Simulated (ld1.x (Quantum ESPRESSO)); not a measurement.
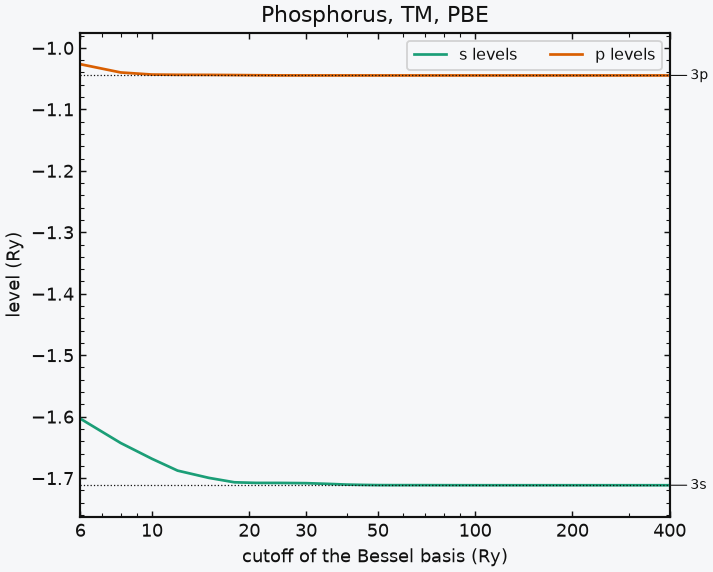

The pseudo-atom Hamiltonian at the reference potential is diagonalised in spherical Bessel functions (20 bohr box) up to the cutoff. Curves: the lowest levels of each channel that holds a bound state. Dotted lines: the all-electron valence levels.

Ld1.x (Quantum ESPRESSO) 7.5 input:

```
&input
   title='P', zed=15., rel=1, dft='PBE', iswitch=3,
   config='[Ne] 3s2 3p2'
 /
 &inputp
   pseudotype=2, tm=.true., lloc=-1, rcloc=1.35,
   nlcc=.false.
 /
2
3S  1  0   2.00   0.00  1.65  1.65  0.0
3P  2  1   2.00   0.00  2.00  2.00  0.0
 &test
   configts(1)='3s2 3p2'
 /
```

Check the spectrum for spurious states.

Answer. No ghost state below the valence levels in the s, p, d, f channels. The curves of the valence states settle on the dotted lines.

Read the all-electron valence levels.

Answer. 3s: -1.71 Ry; 3p: -1.04 Ry.

Which level is furthest from its value at the highest cutoff when the cutoff is lowest, 6 Ry?

Answer. 3s, by 0.11 Ry, against 0.02 Ry for 3p.
